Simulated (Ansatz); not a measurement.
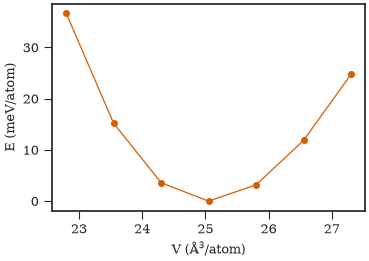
Figure: HgSe in space group P-6m2 (No. 187; Hg on 1a, Se on 1f) under volume change, the program Ansatz at the PBE level (PAW), shape and atoms relaxed at each volume.

### Question
What does a third-order Birch–Murnaghan fit give for V₀, B₀ and B′?

### Answer
V₀ = 25.05 Å³/atom, B₀ = 46.8 GPa, B′ = 5.7.

The cell is a constructed one: a structure type filled with these elements; neither database checked (COD, Materials Project) lists it. COD files the formula under space group No. 216, so this cell is another polymorph or a model. Its standing as an ambient phase is unchecked. The PBE relaxation kept the symmetry of its start; its stability against distortions is not shown here. Scalar-relativistic: spin–orbit coupling is off unless named, which matters more the heavier the elements.

Potentials: the later of the program's two PAW sets.
